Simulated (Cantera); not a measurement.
Feed: 1 mol (CH3)2SiCl2, 170 mol H2, 0.0045 mol C3H8, equilibrated at 638 Torr.

Method: chemical equilibrium by Gibbs-energy minimisation in Cantera with the NASA 1993 tables (ideal gas, pure condensed phases). Candidate condensed phases: C, C6H6, C7H8, C8H18, Si, SiC; 109 gas species. The feed counts by its element totals alone. Rates play no part.

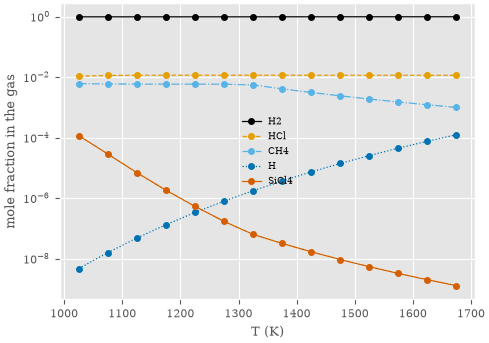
Fig. 1. Equilibrium gas composition (values under 1e-9 drawn at 1e-9)

From 1025 K to 1275 K the condensed part is SiC(s). From 1325 K to 1675 K the condensed part is C(graphite) + SiC(s). The main Si-bearing gas is SiCl4 at 1025 K and SiCl2 at 1675 K.
